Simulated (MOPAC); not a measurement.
**Run report: CH$_{6}$SSi, frequency calculation (part 3 of 3)**

Continued. System: CH$_{6}$SSi, SMILES [SiH3]CS. Method: PM6-D3H4X, closed shell, dispersion D3H4X, COSMO solvent acetonitrile (MOPAC 23.2.5). The geometry was optimised with PM6-D3H4X.

Geometry of the input (Å):
```
Si -0.8875  0.1773  -0.6689
C  0.8712  -0.0175  -0.0569
S  0.7238  -1.1068  1.3746
H  -1.5076  -1.1459  -0.9268
H  -0.8512  0.9332  -1.9458
H  -1.6979  0.9524  0.3030
H  1.5343  -0.5150  -0.8138
H  1.3372  0.9691  0.2017
H  0.8741  -0.2471  2.4116
```

What the program printed, continued
```
 VIBRATION         16   16A          ATOM PAIR     ENERGY CONTRIBUTION    RADIAL
 FREQUENCY          2108.19         Si1 -- H 6         +38.5% ( 61.8%)     97.6%
 TRANSITION DIPOLE   0.2457         Si1 -- H 4         +37.3% ( 60.8%)     97.4%
 TRAVEL (Ang.)       0.3049         Si1 -- H 5         +24.0% ( 48.7%)     95.4%
 REDUCED MASS        0.3440
 EFFECTIVE MASS      1.1419
 FORCE CONSTANT      0.9009

 VIBRATION         17   17A          ATOM PAIR     ENERGY CONTRIBUTION    RADIAL
 FREQUENCY          2119.51         Si1 -- H 5         +75.1% ( 87.3%)     99.7%
 TRANSITION DIPOLE   0.1761         Si1 -- H 6         +14.2% ( 37.9%)     88.3%
 TRAVEL (Ang.)       0.2283         Si1 -- H 4         +10.2% ( 32.2%)     83.3%
 REDUCED MASS        0.6104         Si1 -- S 3          +0.2% (  4.9%)     36.5%
 EFFECTIVE MASS      1.4153
 FORCE CONSTANT      1.6155

 VIBRATION         18   18A          ATOM PAIR     ENERGY CONTRIBUTION    RADIAL
 FREQUENCY          2121.35         Si1 -- H 4         +52.0% ( 72.7%)     98.5%
 TRANSITION DIPOLE   0.3687         Si1 -- H 6         +47.1% ( 69.1%)     98.1%
 TRAVEL (Ang.)       0.2489         Si1 -- H 5          +0.4% (  6.0%)      3.9%
 REDUCED MASS        0.5129         Si1 -- S 3          +0.3% (  5.1%)      0.3%
 EFFECTIVE MASS      1.4334
 FORCE CONSTANT      1.3600

 VIBRATION         19   19A          ATOM PAIR     ENERGY CONTRIBUTION    RADIAL
 FREQUENCY          2593.81         C 2 -- H 8         +48.6% ( 72.8%)     97.8%
 TRANSITION DIPOLE   1.0566         C 2 -- H 7         +48.3% ( 72.6%)     97.8%
 TRAVEL (Ang.)       0.2303         S 3 -- H 9          +1.5% ( 12.6%)    100.0%
 REDUCED MASS        0.4901         C 2 -- S 3          +0.8% (  9.5%)      0.1%
 EFFECTIVE MASS      1.4653
 FORCE CONSTANT      1.9427

 VIBRATION         20   20A          ATOM PAIR     ENERGY CONTRIBUTION    RADIAL
 FREQUENCY          2621.49         S 3 -- H 9         +98.1% ( 99.2%)    100.0%
 TRANSITION DIPOLE   1.5387         C 2 -- H 7          +0.9% (  9.2%)     98.2%
 TRAVEL (Ang.)       0.1648         C 2 -- H 8          +0.8% (  8.8%)     98.0%
 REDUCED MASS        0.9468         C 2 -- S 3          +0.1% (  3.4%)      8.7%
 EFFECTIVE MASS      1.3198
 FORCE CONSTANT      3.8335

 VIBRATION         21   21A          ATOM PAIR     ENERGY CONTRIBUTION    RADIAL
 FREQUENCY          2728.34         C 2 -- H 7         +49.8% ( 68.4%)     98.0%
 TRANSITION DIPOLE   1.1737         C 2 -- H 8         +49.5% ( 68.2%)     98.0%
 TRAVEL (Ang.)       0.2261         C 2 -- S 3          +0.3% (  5.6%)     33.0%
 REDUCED MASS        0.4835         Si1 -- C 2          +0.3% (  5.6%)     31.4%
 EFFECTIVE MASS      1.2007
 FORCE CONSTANT      2.1204

      SYMMETRY NUMBER FOR POINT-GROUP C1  =  1

          SYSTEM IS A GROUND STATE

 [SiH3]CS
 job CH6SSi

          MOLECULE IS NOT LINEAR

          THERE ARE 21 GENUINE VIBRATIONS IN THIS SYSTEM
          THIS THERMODYNAMICS CALCULATION IS LIMITED TO
          MOLECULES WHICH HAVE NO INTERNAL ROTATIONS

                    CALCULATED THERMODYNAMIC PROPERTIES
                                          *
   TEMP. (K)   PARTITION FUNCTION   H.O.F.    ENTHALPY  HEAT CAPACITY ENTROPY
                                   KCAL/MOL   CAL/MOLE    CAL/K/MOL  CAL/K/MOL

 298.00  VIB.     0.6196D+01                  1565.3414    12.4426     8.8772
         ROT.     0.6117D+05                   888.2803     2.9808    24.8827
         INT.     0.3790D+06                  2453.6217    15.4234    33.7599
         TRA.     0.6686D+27                  1480.4672     4.9680    38.9829
         TOT.                       -9.793    3934.0889    20.3915    72.7428

 200.00  VIB.     0.2752D+01                   609.4211     7.0612     5.0591
         ROT.     0.3363D+05                   596.1613     2.9808    23.6940
         INT.     0.9257D+05                  1205.5824    10.0420    28.7531
         TRA.     0.3676D+27                   993.6021     4.9680    37.0018
         TOT.                      -11.528    2199.1845    15.0100    65.7549

 210.00  VIB.     0.2973D+01                   682.6958     7.5959     5.4165
         ROT.     0.3619D+05                   625.9693     2.9808    23.8395
         INT.     0.1076D+06                  1308.6651    10.5767    29.2559
         TRA.     0.3955D+27                  1043.2822     4.9680    37.2442
         TOT.                      -11.375    2351.9473    15.5448    66.5001

 220.00  VIB.     0.3216D+01                   761.3778     8.1420     5.7824
         ROT.     0.3880D+05                   655.7774     2.9808    23.9781
         INT.     0.1248D+06                  1417.1552    11.1228    29.7605
         TRA.     0.4241D+27                  1092.9623     4.9680    37.4753
         TOT.                      -11.217    2510.1175    16.0909    67.2358

 230.00  VIB.     0.3484D+01                   845.5621     8.6958     6.1565
         ROT.     0.4148D+05                   685.5855     2.9808    24.1106
         INT.     0.1445D+06                  1531.1475    11.6766    30.2671
         TRA.     0.4534D+27                  1142.6424     4.9680    37.6961
         TOT.                      -11.053    2673.7900    16.6446    67.9633

 240.00  VIB.     0.3778D+01                   935.3080     9.2538     6.5384
         ROT.     0.4421D+05                   715.3935     2.9808    24.2375
         INT.     0.1670D+06                  1650.7016    12.2346    30.7759
         TRA.     0.4832D+27                  1192.3226     4.9680    37.9076
         TOT.                      -10.884    2843.0241    17.2027    68.6835

 250.00  VIB.     0.4102D+01                  1030.6430     9.8131     6.9275
         ROT.     0.4701D+05                   745.2016     2.9808    24.3592
         INT.     0.1928D+06                  1775.8446    12.7939    31.2867
         TRA.     0.5138D+27                  1242.0027     4.9680    38.1104
         TOT.                      -10.709    3017.8472    17.7619    69.3970

 260.00  VIB.     0.4460D+01                  1131.5659    10.3710     7.3232
         ROT.     0.4985D+05                   775.0097     2.9808    24.4761
         INT.     0.2223D+06                  1906.5756    13.3518    31.7993
         TRA.     0.5449D+27                  1291.6828     4.9680    38.3052
         TOT.                      -10.529    3198.2583    18.3198    70.1046

 270.00  VIB.     0.4855D+01                  1238.0511    10.9252     7.7250
         ROT.     0.5276D+05                   804.8177     2.9808    24.5886
         INT.     0.2561D+06                  2042.8689    13.9061    32.3136
         TRA.     0.5766D+27                  1341.3629     4.9680    38.4927
         TOT.                      -10.343    3384.2317    18.8741    70.8064

 280.00  VIB.     0.5291D+01                  1350.0523    11.4739     8.1323
         ROT.     0.5572D+05                   834.6258     2.9808    24.6970
         INT.     0.2948D+06                  2184.6781    14.4547    32.8293
         TRA.     0.6089D+27                  1391.0430     4.9680    38.6734
         TOT.                      -10.151    3575.7210    19.4227    71.5027

 290.00  VIB.     0.5773D+01                  1467.5054    12.0154     8.5444
         ROT.     0.5873D+05                   864.4339     2.9808    24.8016
         INT.     0.3390D+06                  2331.9393    14.9962    33.3460
         TRA.     0.6419D+27                  1440.7231     4.9680    38.8477
         TOT.                       -9.954    3772.6624    19.9642    72.1937

 300.00  VIB.     0.6307D+01                  1590.3326    12.5485     8.9608
         ROT.     0.6179D+05                   894.2419     2.9808    24.9026
         INT.     0.3897D+06                  2484.5746    15.5293    33.8634
         TRA.     0.6753D+27                  1490.4032     4.9680    39.0162
         TOT.                       -9.752    3974.9778    20.4974    72.8796

 310.00  VIB.     0.6897D+01                  1718.4448    13.0723     9.3808
         ROT.     0.6491D+05                   924.0500     2.9808    25.0004
         INT.     0.4476D+06                  2642.4948    16.0531    34.3812
         TRA.     0.7094D+27                  1540.0833     4.9680    39.1791
         TOT.                       -9.544    4182.5781    21.0211    73.5602

 320.00  VIB.     0.7550D+01                  1851.7441    13.5859     9.8040
         ROT.     0.6807D+05                   953.8580     2.9808    25.0950
         INT.     0.5139D+06                  2805.6021    16.5667    34.8990
         TRA.     0.7440D+27                  1589.7634     4.9680    39.3368
         TOT.                       -9.331    4395.3655    21.5347    74.2358

 330.00  VIB.     0.8273D+01                  1990.1264    14.0888    10.2297
         ROT.     0.7129D+05                   983.6661     2.9808    25.1867
         INT.     0.5898D+06                  2973.7925    17.0696    35.4165
         TRA.     0.7791D+27                  1639.4435     4.9680    39.4897
         TOT.                       -9.114    4613.2361    22.0376    74.9062

 340.00  VIB.     0.9075D+01                  2133.4834    14.5807    10.6577
         ROT.     0.7455D+05                  1013.4742     2.9808    25.2757
         INT.     0.6765D+06                  3146.9575    17.5615    35.9334
         TRA.     0.8148D+27                  1689.1236     4.9680    39.6380
         TOT.                       -8.891    4836.0812    22.5295    75.5714

 350.00  VIB.     0.9962D+01                  2281.7037    15.0615    11.0873
         ROT.     0.7786D+05                  1043.2822     2.9808    25.3621
         INT.     0.7757D+06                  3324.9859    18.0423    36.4494
         TRA.     0.8510D+27                  1738.8037     4.9680    39.7820
         TOT.                       -8.663    5063.7897    23.0103    76.2314

 360.00  VIB.     0.1095D+02                  2434.6749    15.5309    11.5182
         ROT.     0.8123D+05                  1073.0903     2.9808    25.4461
         INT.     0.8890D+06                  3507.7652    18.5117    36.9643
         TRA.     0.8878D+27                  1788.4838     4.9680    39.9219
         TOT.                       -8.431    5296.2491    23.4797    76.8863

 370.00  VIB.     0.1204D+02                  2592.2844    15.9891    11.9500
         ROT.     0.8463D+05                  1102.8984     2.9808    25.5278
         INT.     0.1019D+07                  3695.1828    18.9699    37.4778
         TRA.     0.9250D+27                  1838.1639     4.9680    40.0581
         TOT.                       -8.194    5533.3467    23.9379    77.5358

 380.00  VIB.     0.1324D+02                  2754.4202    16.4362    12.3824
         ROT.     0.8809D+05                  1132.7064     2.9808    25.6073
         INT.     0.1167D+07                  3887.1266    19.4170    37.9896
         TRA.     0.9628D+27                  1887.8440     4.9680    40.1906
         TOT.                       -7.952    5774.9707    24.3850    78.1802

 390.00  VIB.     0.1458D+02                  2920.9720    16.8723    12.8150
         ROT.     0.9159D+05                  1162.5145     2.9808    25.6847
         INT.     0.1336D+07                  4083.4865    19.8532    38.4997
         TRA.     0.1001D+28                  1937.5242     4.9680    40.3196
         TOT.                       -7.706    6021.0106    24.8212    78.8193

 400.00  VIB.     0.1607D+02                  3091.8314    17.2978    13.2475
         ROT.     0.9513D+05                  1192.3226     2.9808    25.7602
         INT.     0.1528D+07                  4284.1540    20.2786    39.0077
         TRA.     0.1040D+28                  1987.2043     4.9680    40.4454
         TOT.                       -7.455    6271.3582    25.2466    79.4531

   *: NOTE: HEATS OF FORMATION ARE RELATIVE TO THE
            ELEMENTS IN THEIR STANDARD STATE AT 298K
              (=  Standard Enthalpy of Formation).

            Hvib:  Zero-point energy is not included.
                   frequencies of less than zero cm-1 are not included.
            Hrot = (3/2)RT
            Htra = (3/2)RT + pV = (5/2)RT

            Heat capacity is Cp, not Cv

           FORCE CONSTANT IN CARTESIAN COORDINATES (Millidynes/A)

    ATOM   CHEMICAL       X               Y               Z
   NUMBER   SYMBOL  FORCE CONSTANT  FORCE CONSTANT  FORCE CONSTANT

      1      Si        4.981421        4.258410        4.562735
      2       C        4.808247        4.442793        5.239215
      3       S        0.480632        3.520285        4.130832
      4       H        0.594763        0.956325        1.615147
      5       H        0.533820        2.323314        0.334568
      6       H        0.587744        0.579036        2.010529
      7       H        0.960189        1.236638        2.853515
      8       H        0.937007        1.421556        2.675265
      9       H        0.175595        0.469355        3.494084

 *                    *
 * JOB ENDED NORMALLY *
 *                    *

 TOTAL JOB TIME:             0.49 SECONDS

 == MOPAC DONE ==
```

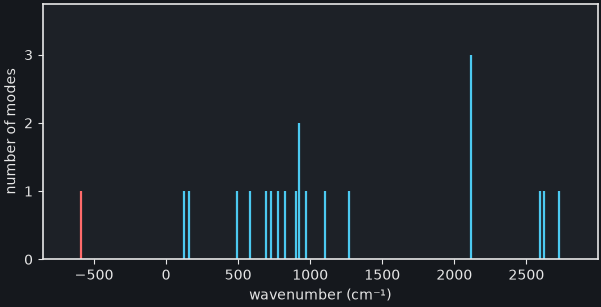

*Harmonic vibrational wavenumbers from the force constants; neighbouring modes closer than 15 cm⁻¹ are counted in one stick, and imaginary ones are drawn at negative wavenumbers.*

21 modes from 590i to 2728 cm⁻¹, 1 imaginary beyond 8i (590i cm⁻¹): a first-order saddle point, if the geometry is stationary.

Results in brief

```csv
quantity,value
outcome,converged
heat of formation,−9.79 kcal/mol
basis functions,28
zero-point energy,0.056403 hartree
"wavenumbers, lowest and highest",590i and 2728 cm⁻¹
wall time,0.51 s
peak memory,0.11 GiB
```

MOPAC's energies along a path are heats of formation.
